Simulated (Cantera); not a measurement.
Feed: 1 mol FeS2, 3.6 mol SO2, 0.052 mol CO2, held at 1.00 bar.

Equilibrium computed with Cantera from the NASA thermochemical tables; the gas is ideal and each condensed phase is pure. Candidate condensed phases: C, Fe, Fe(CO)5, FeO, FeS, FeSO4, FeS2, Fe2O3, Fe2(SO4)3, Fe3O4, S; 25 gas species. FeS: taken at fixed stoichiometry. Gases not in the tables: S3 to S7. The numbers say what is thermodynamically allowed, not how fast it happens.

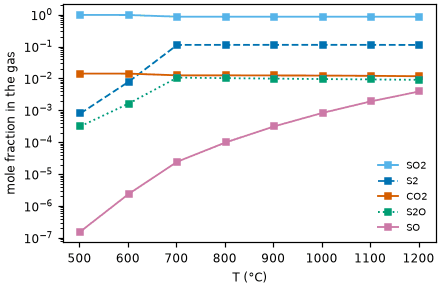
Figure: Equilibrium gas composition (values under 1e-9 drawn at 1e-9)

From 502 °C to 602 °C the condensed part is FeS2(s) + Fe3O4(s). From 702 °C to 1102 °C the condensed part is FeS(s). At 1202 °C the condensed part is FeS(l).
